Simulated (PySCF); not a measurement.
**Run report: BF (charge −1), single-point calculation**

- system: BF, charge −1, multiplicity 2
- method: UHF/def2-svp, eomea (PySCF 2.14.0)

Some settings of this run were made unusual or wrong on purpose.

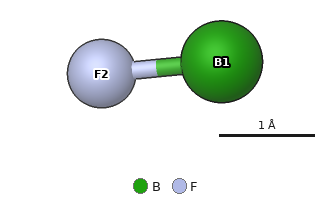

Fig. 1: The input geometry (ball-and-stick view, seen at a tilt; atoms are numbered from 1 in the order of the input).

## Input
```python
from pyscf import gto, scf, cc

mol = gto.M(
    atom='B 0 0 0; F 0 0 1.308',
    basis='def2-svp',
    charge=-1,
    spin=1,
    verbose=3,
)
mf = scf.UHF(mol)
mf.init_guess = 'random'
mf.kernel()
mycc = cc.CCSD(mf, frozen=2)
mycc.kernel()
e = mycc.eaccsd(nroots=3)[0]
print('roots (eV) =', (e*27.211386).round(3))
mf.dip_moment()
print('orbital energies (hartree):', [e[max(0, n-3):n+3].round(4) for e, n in zip(mf.mo_energy, mol.nelec)])
```

Hardware: 1 CPU thread, shared host.

Command:
```bash
OMP_NUM_THREADS=1 python input.py
```

## What the program printed
```
WARN: HOMO 0.0643585682402116 >= LUMO 0.0643585682402116

converged SCF energy = -123.928404186427  <S^2> = 0.75929875  2S+1 = 2.0092772
E(UCCSD) = -124.1903323417786  E_corr = -0.2619281553518851
roots (eV) = [ 9.211  9.556 10.263]

WARN: System has nonzero charge -1; the dipole moment is origin-dependent.
Location of origin: [0. 0. 0.]

Dipole moment(X, Y, Z, Debye):  0.00000, -0.00000,  0.74832
orbital energies (hartree): [array([-0.4302, -0.1296,  0.0469,  0.3586,  0.4596,  0.633 ]), array([-0.4272, -0.415 , -0.0659,  0.3756,  0.4128,  0.4757])]
```

## What the run reported

- outcome: converged
- SCF energy: −123.928404 hartree
- ⟨S²⟩: 0.759
- wall time: 2.6 s

Some settings of this run were drawn to be unusual or wrong. It converged; results that depend on the unusual settings are not reference values.
